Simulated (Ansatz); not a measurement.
# NaCSeN (built on the sites of a database entry of NaCNO): relaxing the cell for a phonon run

Wanted: the relaxed cell of NaCSeN (built on the sites of a database entry of NaCNO).

Method: DFT PBEsol, scalar-relativistic, plane waves, PAW, in Ansatz 0.2.0.

The structure was built from a prototype and need not be the compound's stable phase.

**1. Starting point**

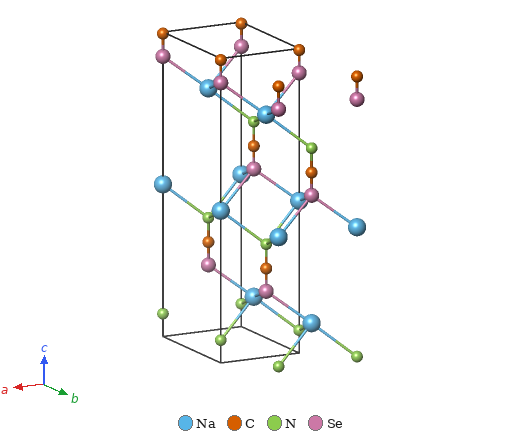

The cell as given, from a free direction (sodium blue, carbon orange, nitrogen green, selenium pink). 1×2×1 cells are drawn. This picture shows the conventional cell, with its axes. Bonds to atoms that aren't drawn are left out. Some periodic images of atoms are drawn too.

**2. Probe on a coarse mesh**

A quick single point on a coarse mesh tells whether the cell has a gap and how far it is from rest, which sets the k mesh and smearing that follow.

The input, input.yaml:

```yaml
crystal:
  lattice:
    - [1.89914, 1.09647, 5.34692]
    - [-1.89914, 1.09647, 5.34692]
    - [0.0, -2.19294, 5.34692]
  atoms:
    - { symbol: Na, position: [0.5, 0.5, 0.5] }
    - { symbol: C, position: [0.005, 0.005, 0.005] }
    - { symbol: "N", position: [0.925, 0.925, 0.925] }
    - { symbol: Se, position: [0.08, 0.08, 0.08] }
kpoints:
  mp_grid: { grid: [6, 6, 6] }
hamiltonian:
  xc: pbesol
scf:
  occupations: { method: gaussian, width: 0.1 }
output:
  forces: true
  stress: true
  eigenvalues: true
```

Run with:

```bash
ansatz run input.yaml --threads 4 --pin off --max-ram 14336MiB --backend cpu --events-out ev --progress --plain --runs-dir out
```

Numbers of over 12 decimals in the logs are rounded to 6 here.

The log of the run:

```text
[...]
--- Band table (eV; the first three rows and the last of 32) ---
  k-point 0: bands = [... 13 lower, -0.8363, 1.4752, 4.7161, 4.7161, 8.3878, 10.4041, 10.4041, 10.6426]
  k-point 1: bands = [... 13 lower, -0.9141, 1.4401, 4.2957, 4.6092, 8.6320, 9.9572, 10.2872, 11.2163]
  k-point 2: bands = [... 13 lower, -1.0635, 1.3359, 3.6718, 4.4122, 7.9047, 9.9585, 10.1245, 12.0669]
  k-point 31: bands = [... 13 lower, -0.8774, 0.6180, 5.0185, 5.0185, 8.1901, 9.7602, 9.7602, 11.9855]
[key lines of the parts left out:]
SCF converged after 8 iterations
Free energy (F): -7511.504724 eV
Fermi energy:    6.231006 eV
P = ⅓ Tr σ = 72.6089 GPa (726.089 kbar)
```

Run time: 1.1 s. Hardware: 4 threads of Arm Neoverse V2, shared host; peak memory 0.38 GiB; 3.8 s of CPU time.

This step gave:

* pressure: 72.61 GPa
* gap on the k-mesh: 2.427 eV
* volume per atom: 16.70 Å³
* direct gap on mesh: 3.125 eV

The coarse mesh shows a gap of 2.43 eV and a pressure of 72.6 GPa.

**3. Rough relaxation**

A rough relaxation comes first, because large forces or stress need no tight tolerances yet.

input.yaml, as its differences from that of step 2:

```diff
@@ -20 +20,6 @@
   eigenvalues: true
+relax:
+  adjacent_minimum: "off"
+  f_tol: 0.05
+  max_steps: 80
+  cell: { stress_tol: 0.5 }
```

The log of the run:

```text
[...]
Crystal: 4 atoms, lattice volume = 66.805 Å³
Basis set: ecut = 420 eV, 1301 PW (Γ), FFT grids on a1−a3, a2−a3, a3, exchange–correlation on 54×54×80 points (8 copies of the dense FFT grid, shifted against one another)
Bands: 21, of which v1, the nominal top of the filled ones, is band 17 counted from 1 (16 counted from 0)
Symmetry: 6 space group operations
[...]
cell:  # Å, volume = 85.8714 Å³
    - [2.094560, 1.209295, 5.650311]
    - [-2.094560, 1.209295, 5.650311]
    - [0, -2.418589, 5.650311]
  atoms:
    - { symbol: Na, position: [0.523243, 0.523243, 0.523243] }
    - { symbol: C, position: [-0.015736, -0.015736, -0.015736] }
    - { symbol: N, position: [0.914081, 0.914081, 0.914081] }
    - { symbol: Se, position: [0.088411, 0.088411, 0.088411] }
[key lines of the parts left out:]
SCF converged after 6 iterations
Free energy (F): -7525.725140 eV
Fermi energy:    4.036604 eV
P = ⅓ Tr σ = 0.0203 GPa (0.203 kbar)
```

Wall time 14 s (4 threads); peak memory 0.46 GiB.

Relaxation path:

```
step  energy less that of the first step (eV)  largest force component (eV/Å)  pressure (GPa)  volume (Å³)
   1                                   0.0000                         79.9905           72.61        66.80
   2                                 -12.1757                         18.1386           20.91        70.07
   3                                 -13.5041                          7.7650           11.00        74.45
   4                                 -14.0476                          2.6849            3.85        79.02
   5                                 -14.1412                          0.9341            0.72        81.40
   6                                 -14.1549                          0.1774            0.20        81.84
   7                                 -14.1559                          0.0232            0.03        82.00
  8*                                 -14.2094                          0.0454            0.71        82.00
   9                                 -14.2136                          0.1113           -0.10        85.71
  10                                 -14.2141                          0.0140           -0.03        85.87
 11*                                 -14.2204                          0.0148            0.02        85.87
```

Relaxation steps marked * repeat the geometry before them on a plane-wave basis chosen anew for their cell, so energy and pressure can jump there.

The run keeps the 6 symmetry operations that it works with, so distortions that break them were not tested.

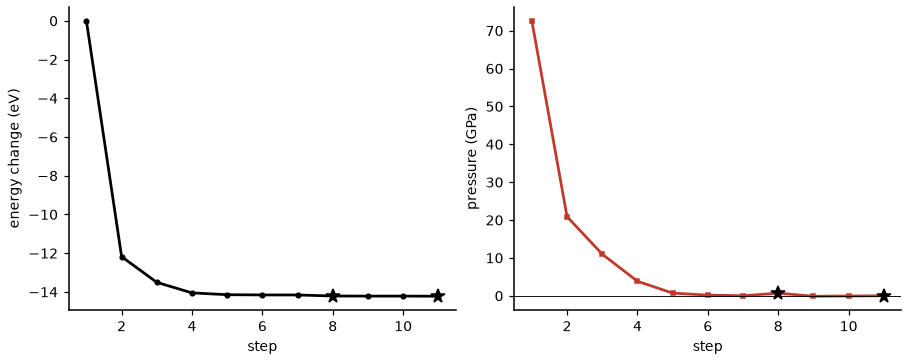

Energy and pressure along the relaxation. Stars mark steps on a basis chosen anew.

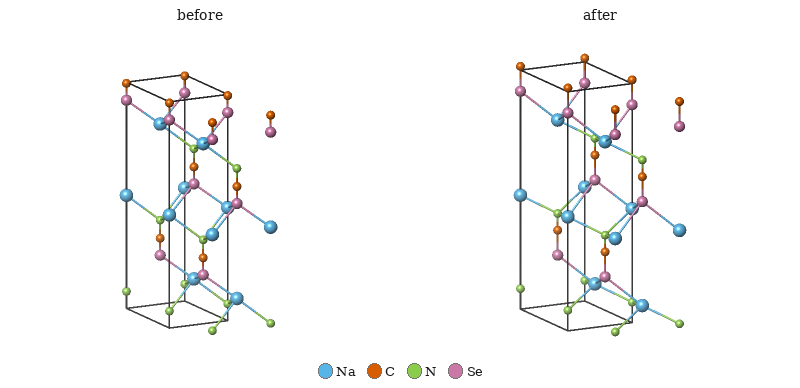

Before and after, at one scale. Bonds to atoms that aren't drawn are left out.

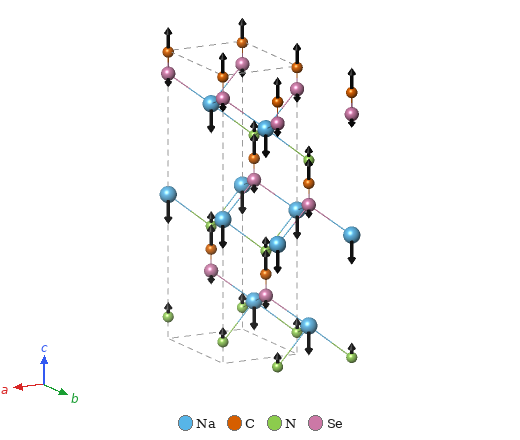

Displacements in the relaxation, exaggerated, measured against the changing cell; the longest in the cell stands for 0.39 Å. Bonds to atoms that aren't drawn are left out. 1×2×1 conventional cells are drawn. Some periodic images of atoms are drawn too.

```
conventional cell, symmetrised  before   after   change
                         a (Å)   3.798   4.189  +10.3 %
                         b (Å)   3.798   4.189  +10.3 %
                         c (Å)  16.041  16.951   +5.7 %
              volume (Å³/atom)   16.70   21.47  +28.5 %
```

The atoms that moved most (Å, as changes of fractional coordinates times the final cell):

```
atom     dx     dy      dz  length
 Na1  0.000  0.000   0.394   0.394
  C2  0.000  0.000  -0.351   0.351
  N3  0.000  0.000  -0.185   0.185
 Se4  0.000  0.000   0.143   0.143
```

The relaxed structure:

```cif
data_structure
_symmetry_space_group_name_H-M 'P 1'
_symmetry_Int_Tables_number 1
_cell_length_a 6.1462
_cell_length_b 6.1462
_cell_length_c 6.1462
_cell_angle_alpha 39.850
_cell_angle_beta 39.850
_cell_angle_gamma 39.850
_cell_volume 85.87
loop_
_atom_site_label
_atom_site_type_symbol
_atom_site_fract_x
_atom_site_fract_y
_atom_site_fract_z
_atom_site_occupancy
Na1 Na 0.52324 0.52324 0.52324 1
C2 C 0.98426 0.98426 0.98426 1
N3 N 0.91408 0.91408 0.91408 1
Se4 Se 0.08841 0.08841 0.08841 1
```

This step gave:

```yaml
pressure: 0.02034 GPa
gap_on_the_k_mesh: 3.063 eV
volume_per_atom: 21.47 Å³
direct_gap_on_mesh: 3.329 eV
```

In this step the volume went from 16.70 to 21.47 Å³/atom.

**4. Bringing the structure to rest**

Harmonic phonons are second derivatives at a point where the forces vanish, and they are wanted at zero stress, so atoms and cell are relaxed first.

The input, input.yaml:

```yaml
crystal:
  lattice:
    - [2.094559801, 1.2092946649, 5.6503114803]
    - [-2.094559801, 1.2092946649, 5.6503114803]
    - [0.0, -2.4185893299, 5.6503114803]
  atoms:
    - { symbol: Na, position: [0.523243481, 0.523243481, 0.523243481] }
    - { symbol: C, position: [-0.0157355396, -0.0157355396, -0.0157355396] }
    - { symbol: "N", position: [0.9140808301, 0.9140808301, 0.9140808301] }
    - { symbol: Se, position: [0.0884112285, 0.0884112285, 0.0884112285] }
kpoints:
  mp_grid: { grid: [6, 6, 6] }
hamiltonian:
  xc: pbesol
scf:
  occupations: { method: gaussian, width: 0.02 }
output:
  forces: true
  stress: true
  eigenvalues: true
relax:
  adjacent_minimum: "off"
  f_tol: 0.005
  max_steps: 80
  cell: { stress_tol: 0.05 }
```

The log of the run:

```text
[...]
Crystal: 4 atoms, lattice volume = 85.871 Å³
Basis set: ecut = 420 eV, 1663 PW (Γ), FFT grids on a1−a3, a2−a3, a3, exchange–correlation on 60×60×90 points (8 copies of the dense FFT grid, shifted against one another)
Bands: 21, of which v1, the nominal top of the filled ones, is band 17 counted from 1 (16 counted from 0)
Symmetry: 6 space group operations
[...]
k-points: 32 of 216 (time reversal used)
[...]
SCF iter   1: F=—  HF=-7525.725189 eV  |F-HF|=—  |Δ(HF+E_count)|=         —  Δρ=3.46e-3  dr2=8.16e-3  ethr=1.77e-3  ⟨swp⟩=6.1  Hψ=3232  notcnv=0
[...]
SCF iter   8: F=-7525.725140 eV  HF=-7525.725140 eV  |F-HF|=8.97e-9  |Δ(HF+E_count)|=   1.80e-7  Δρ=3.10e-6  dr2=9.94e-9  ethr=2.94e-10  ⟨swp⟩=5.4  Hψ=2674  notcnv=0
SCF 1 converged in 8 iterations: F = -7525.725140 eV  dr2 = 9.94e-9
[...]
relax step   1: F+E_penalty+E_count = -7525.72513956 eV  Δ(F+E_penalty+E_count) = +0.000e0 eV  max|allowed force component| = 1.469e-2 eV/Å  Δτ_max = 0.0000 Å  P = +0.020 GPa  Ω = 85.871 Å³  (8 SCF iters, dr2 threshold 1.00e-7 eV, accepted)
Crystal: 4 atoms, lattice volume = 86.048 Å³
[...]
SCF iter   6: F=-7525.725093 eV  HF=-7525.725093 eV  |F-HF|=3.11e-9  |Δ(HF+E_count)|=   4.23e-8  Δρ=1.51e-6  dr2=1.85e-9  ethr=9.99e-11  ⟨swp⟩=4.6  Hψ=2377  notcnv=0
SCF 2 converged in 6 iterations: F = -7525.725093 eV  dr2 = 1.85e-9
relax step   2: F+E_penalty+E_count = -7525.72509263 eV  Δ(F+E_penalty+E_count) = +4.693e-5 eV  max|allowed force component| = 4.127e-3 eV/Å  Δτ_max = 0.0019 Å  P = +0.021 GPa  Ω = 86.048 Å³  energy of the carried Pulay correction = -2.000e-4 eV  (6 SCF iters, dr2 threshold 3.40e-8 eV, accepted)
Crystal: 4 atoms, lattice volume = 86.299 Å³
[...]
SCF iter   9: F=-7525.724884 eV  HF=-7525.724884 eV  |F-HF|=1.46e-11  |Δ(HF+E_count)|=  4.77e-10  Δρ=9.22e-8  dr2=8.23e-12  ethr=1.00e-12  ⟨swp⟩=4.9  Hψ=2409  notcnv=0
SCF 3 converged in 9 iterations: F = -7525.724884 eV  dr2 = 8.23e-12
relax step   3: F+E_penalty+E_count = -7525.72488386 eV  Δ(F+E_penalty+E_count) = +2.088e-4 eV  max|allowed force component| = 2.411e-2 eV/Å  Δτ_max = 0.0044 Å  P = +0.007 GPa  Ω = 86.299 Å³  energy of the carried Pulay correction = -4.839e-4 eV  (9 SCF iters, accepted)
[...]
relax step   4: F+E_penalty+E_count = -7525.72487491 eV  Δ(F+E_penalty+E_count) = +8.955e-6 eV  max|allowed force component| = 8.022e-3 eV/Å  Δτ_max = 0.0004 Å  P = +0.007 GPa  Ω = 86.310 Å³  energy of the carried Pulay correction = -4.964e-4 eV  (4 SCF iters, dr2 threshold 3.63e-8 eV, accepted)
[...]
relax step   5: F+E_penalty+E_count = -7525.72485957 eV  Δ(F+E_penalty+E_count) = +1.534e-5 eV  max|allowed force component| = 2.133e-4 eV/Å  Δτ_max = 0.0005 Å  P = -0.001 GPa  Ω = 86.324 Å³  energy of the carried Pulay correction = -5.128e-4 eV  (5 SCF iters, dr2 threshold 4.02e-9 eV, accepted)
[...]
SCF iter   8: F=-7525.725636 eV  HF=-7525.725636 eV  |F-HF|=2.55e-11  |Δ(HF+E_count)|=  7.19e-11  Δρ=8.20e-8  dr2=8.14e-12  ethr=1.00e-12  ⟨swp⟩=4.7  Hψ=2266  notcnv=0
SCF 6 converged in 8 iterations: F = -7525.725636 eV  dr2 = 8.14e-12
relax step   6: F+E_penalty+E_count = -7525.72563601 eV  Δ(F+E_penalty+E_count) = -7.764e-4 eV  max|allowed force component| = 4.356e-4 eV/Å  Δτ_max = 0.0000 Å  P = +0.010 GPa  Ω = 86.324 Å³  stress off target by 2.88e-2 GPa  SCF on the basis re-selected at this cell (its energy is not comparable with the rows above)  (8 SCF iters)
[...]
SCF converged after 8 iterations
Free energy (F): -7525.725636 eV
[...]
Internal energy: -7525.725636 eV  (E = F + TS)
E sigma→0 (E₀):  -7525.725636 eV
Fermi energy:    3.986298 eV
[...]
--- Forces (eV/Å), atoms counted from 1 ---
  atom   1  Na     0.00000000    -0.00000000     0.00005574
  atom   2  C      0.00000000     0.00000000    -0.00023506
  atom   3  N      0.00000000    -0.00000000     0.00043606
  atom   4  Se     0.00000000     0.00000000    -0.00025504
  max |Σ_I F_I| component: 1.70e-6 eV/Å
--- Stress (GPa, compression-positive) ---
        0.028810       0.000000      -0.000000
        0.000000       0.028810       0.000000
       -0.000000       0.000000      -0.026252
  P = ⅓ Tr σ = 0.0105 GPa (0.105 kbar)
--- Band table (eV; the first three rows and the last of 32) ---
  k-point 0: bands = [... 13 lower, -1.5312, -1.3820, 2.1768, 2.1768, 5.5249, 7.2580, 7.4252, 7.4252]
  k-point 1: bands = [... 13 lower, -1.5617, -1.4347, 1.7919, 2.0658, 5.7944, 7.0629, 7.4336, 7.8290]
  k-point 2: bands = [... 13 lower, -1.6215, -1.5520, 1.2296, 1.8607, 5.8161, 6.9866, 7.4437, 8.6089]
  k-point 31: bands = [... 13 lower, -1.5869, -1.5869, 2.4476, 2.4476, 6.3973, 6.8939, 6.8939, 7.8064]
--- Relaxed structure (5 steps of the walk, 5 accepted, 1 SCFs on fresh bases) ---
[...]
cell:  # Å, volume = 86.3244 Å³
    - [2.103154, 1.214257, 5.633790]
    - [-2.103154, 1.214257, 5.633790]
    - [-7.345187254837749e-19, -2.428513, 5.633790]
  atoms:
    - { symbol: Na, position: [0.522967, 0.522967, 0.522967] }
    - { symbol: C, position: [-0.015686, -0.015686, -0.015686] }
    - { symbol: N, position: [0.913942, 0.913942, 0.913942] }
    - { symbol: Se, position: [0.088777, 0.088777, 0.088777] }
```

The job ended after 7.8 s (4 threads; peak memory 0.46 GiB; 29 s of CPU time).

Step by step:

```
step  energy less that of the first step (eV)  largest force component (eV/Å)  pressure (GPa)  volume (Å³)
   1                                   0.0000                          0.0147            0.02        85.87
   2                                   0.0000                          0.0041            0.02        86.05
   3                                   0.0003                          0.0241            0.01        86.30
   4                                   0.0003                          0.0080            0.01        86.31
   5                                   0.0003                          0.0002            0.00        86.32
  6*                                  -0.0005                          0.0004            0.01        86.32
```

Relaxation steps marked * repeat the geometry before them on a plane-wave basis chosen anew for their cell, so energy and pressure can jump there.

Forces are held to the 6 operations that the run works with; a distortion that breaks them can't arise in this run.

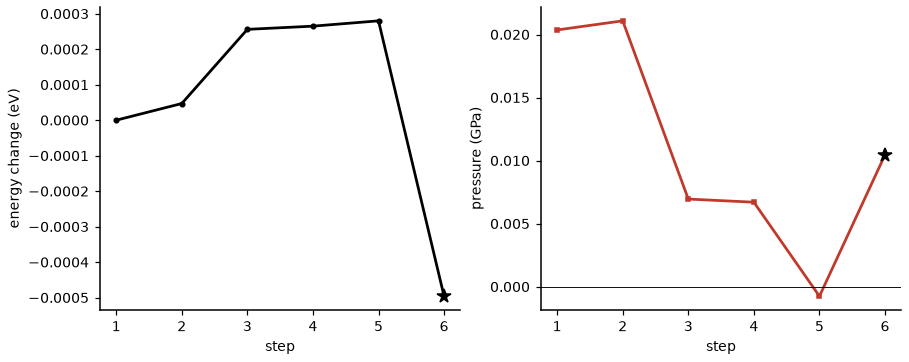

Energy and pressure along the relaxation. Stars mark steps on a basis chosen anew.

```
conventional cell, symmetrised  before   after  change
                         a (Å)   4.189   4.206  +0.4 %
                         b (Å)   4.189   4.206  +0.4 %
                         c (Å)  16.951  16.901  -0.3 %
              volume (Å³/atom)   21.47   21.58  +0.5 %
```

Final coordinates:

```xyz
4
Lattice="2.1032 1.2143 5.6338 -2.1032 1.2143 5.6338 0.0000 -2.4285 5.6338" Properties=species:S:1:pos:R:3 pbc="T T T"
Na    0.0000    0.0000    8.8389
C     0.0000    0.0000   -0.2651
N     0.0000    0.0000   15.4469
Se    0.0000    0.0000    1.5005
```

This step gave:

```
pressure           : 0.01046 GPa
gap on the k-mesh  : 3.077 eV
volume per atom    : 21.58 Å³
direct gap on mesh : 3.348 eV
```

In this step the volume went from 21.47 to 21.58 Å³/atom.

**5. Tight relaxation**

Phonons need a cell at rest on their own settings, so the relaxation is repeated with tight tolerances on forces and stress on the k mesh and occupations of the first response run.

The input, input.yaml:

```yaml
crystal:
  lattice:
    - [2.1031541806, 1.2142566323, 5.6337904604]
    - [-2.1031541806, 1.2142566323, 5.6337904604]
    - [0.0, -2.4285132647, 5.6337904604]
  atoms:
    - { symbol: Na, position: [0.5229669698, 0.5229669698, 0.5229669698] }
    - { symbol: C, position: [-0.0156858088, -0.0156858088, -0.0156858088] }
    - { symbol: "N", position: [0.913941915, 0.913941915, 0.913941915] }
    - { symbol: Se, position: [0.0887769241, 0.0887769241, 0.0887769241] }
kpoints:
  mp_grid: { grid: [6, 6, 6] }
hamiltonian:
  xc: pbesol
scf:
  occupations: { method: fixed }
output:
  forces: true
  stress: true
  eigenvalues: true
relax:
  adjacent_minimum: "off"
  f_tol: 0.001
  max_steps: 60
  cell: { stress_tol: 0.01 }
```

The log of the run:

```text
[...]
Crystal: 4 atoms, lattice volume = 86.324 Å³
Basis set: ecut = 420 eV, 1675 PW (Γ), FFT grids on a1−a3, a2−a3, a3, exchange–correlation on 60×60×90 points (8 copies of the dense FFT grid, shifted against one another)
Bands: 21, of which v1, the nominal top of the filled ones, is band 17 counted from 1 (16 counted from 0)
Symmetry: 6 space group operations
[...]
cell:  # Å, volume = 86.4759 Å³
    - [2.106265, 1.216053, 5.627017]
    - [-2.106265, 1.216053, 5.627017]
    - [-2.659032711134943e-19, -2.432106, 5.627017]
  atoms:
    - { symbol: Na, position: [0.522886, 0.522886, 0.522886] }
    - { symbol: C, position: [-0.015678, -0.015678, -0.015678] }
    - { symbol: N, position: [0.913869, 0.913869, 0.913869] }
    - { symbol: Se, position: [0.088923, 0.088923, 0.088923] }
[key lines of the parts left out:]
SCF converged after 7 iterations
Free energy (F): -7525.725642 eV
Fermi energy:    2.428754 eV
P = ⅓ Tr σ = 0.0031 GPa (0.031 kbar)
```

Run time: 7.5 s. Hardware: 4 threads; peak memory 0.46 GiB; 27 s of CPU time.

The steps of the relaxation:

```
step  energy less that of the first step (eV)  largest force component (eV/Å)  pressure (GPa)  volume (Å³)
   1                                   0.0000                          0.0004            0.01        86.32
   2                                   0.0001                          0.0017            0.01        86.37
   3                                   0.0002                          0.0085            0.00        86.47
   4                                   0.0002                          0.0028            0.00        86.47
   5                                   0.0002                          0.0001            0.00        86.48
  6*                                   0.0000                          0.0002            0.00        86.48
```

Relaxation steps marked * repeat the geometry before them on a plane-wave basis chosen anew for their cell, so energy and pressure can jump there.

Forces are held to the 6 operations that the run works with; a distortion that breaks them can't arise in this run.

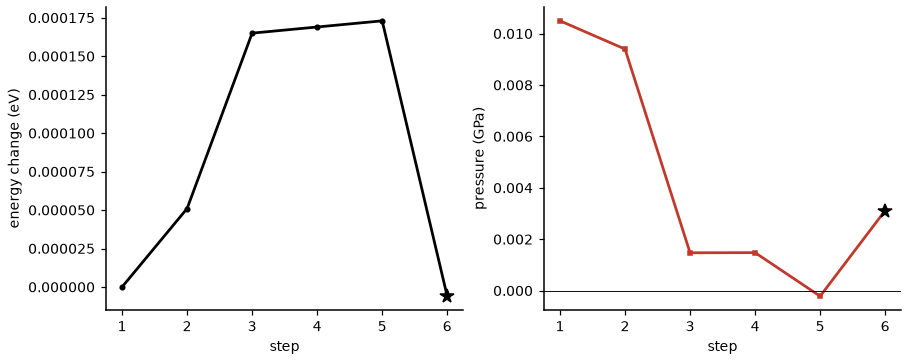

Energy and pressure along the relaxation. Stars mark steps on a basis chosen anew.

```
conventional cell, symmetrised  before   after  change
                         a (Å)   4.206   4.213  +0.1 %
                         b (Å)   4.206   4.213  +0.1 %
                         c (Å)  16.901  16.881  -0.1 %
              volume (Å³/atom)   21.58   21.62  +0.2 %
```

Final coordinates:

```cif
data_structure
_symmetry_space_group_name_H-M 'P 1'
_symmetry_Int_Tables_number 1
_cell_length_a 6.1301
_cell_length_b 6.1301
_cell_length_c 6.1301
_cell_angle_alpha 40.192
_cell_angle_beta 40.192
_cell_angle_gamma 40.192
_cell_volume 86.48
loop_
_atom_site_label
_atom_site_type_symbol
_atom_site_fract_x
_atom_site_fract_y
_atom_site_fract_z
_atom_site_occupancy
Na1 Na 0.52289 0.52289 0.52289 1
C2 C 0.98432 0.98432 0.98432 1
N3 N 0.91387 0.91387 0.91387 1
Se4 Se 0.08892 0.08892 0.08892 1
```

This step gave:

```yaml
pressure: 0.003118 GPa
gap_on_the_k_mesh: 3.082 eV
volume_per_atom: 21.62 Å³
direct_gap_on_mesh: 3.355 eV
```

The largest force component left is 0.17 meV/Å and the pressure is 0.003 GPa, within the tolerances set. The cell now holds 21.62 Å³/atom.

**6. Results**

* space group after relaxation (within 0.01 Å): R3m
* lattice constant a: 4.213 Å
* lattice constant b: 4.213 Å
* lattice constant c: 16.881 Å
* volume per atom: 21.6 Å³
* gap on the k-mesh: 3.08 eV

**Reading.** The largest force component left is 0.17 meV/Å and the pressure is 0.003 GPa, within the tolerances set. The cell now holds 21.62 Å³/atom. The relaxation keeps the symmetry of its start, so it says nothing on stability against lower symmetry. The starting cell was built on a prototype and not taken from a measurement, so the phase need not exist.

[Logs are printed without paths, hosts, clocks, repeated set-up lines and the standing remarks that a program may print on its own settings, such as how far it seeks lower states.]

[Hosts, paths, dates, database ids (printed as entryN), source tags and the programs' standing remarks are cut or masked in the printed files.]
